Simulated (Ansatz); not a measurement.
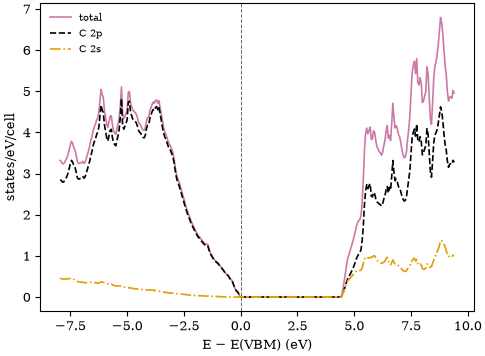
Figure: Total and projected density of states of C in space group P6_3/mmc (No. 194; C on 4f, C on 4f, C on 4e), DFT-PBE in the program Ansatz with PAW potentials

Which orbitals carry the states next to the gap?

Top 1 eV of the valence band: C 2p 99 %. Bottom 1 eV of the conduction band: C 2p 54 %, C 2s 36 %, outside the projected shells 9 %. Projections are on Löwdin-orthogonalised atomic valence shells; empty p or d shells of many metals are not among them.

Where is the tallest occupied peak in this window, and what makes it?

Near -5.2 eV, about 5.1 states/eV per cell; the largest projected share is C 2p.

The workflow started from a Materials Project entry (that database holds measured and hypothetical structures alike). Its sites differ from those of the usual phase in this space group: another stacking or structure type. The PBE relaxation kept the symmetry of its start; its stability against distortions is not shown here.

Potentials: the later of the program's two PAW sets.
